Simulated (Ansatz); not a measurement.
# Pressure series in hypothetical diamond Mg

Take Mg in the diamond structure (space group Fd-3m, No. 227; a hypothetical phase, not in the database extracts checked) as the base.

```
Mg
1.0
    0.00000     3.43566     3.43566
    3.43566     0.00000     3.43566
    3.43566     3.43566     0.00000
Mg
2
Direct
  0.75000   0.75000   0.75000
  0.50000   0.50000   0.50000
```

Cell and atoms are relaxed at each pressure.

The values are results of Ansatz (a quantum-chemistry and plane-wave program) PBE, without spin-orbit coupling, not measurements.

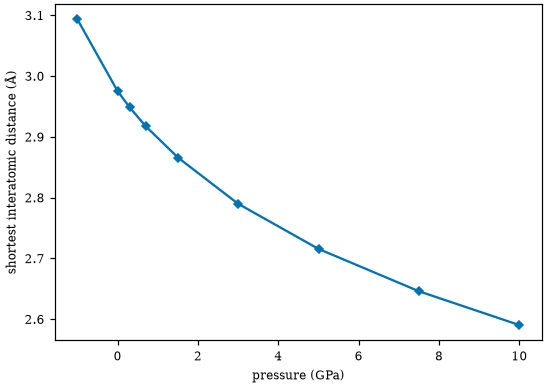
Fig. 1. Shortest interatomic distance against pressure

Problem. From the plot, what is the shortest interatomic distance for pressure 5 GPa?

Solution. About 2.72 Å.

Problem. Is the trend monotonic over the range shown?

Solution. Yes, it falls throughout, spanning 2.590 Å to 3.093 Å.

Load acts through the strain it causes; cell and atoms are relaxed under it. Stability against distortions was not tested. No other phases were tried under pressure.
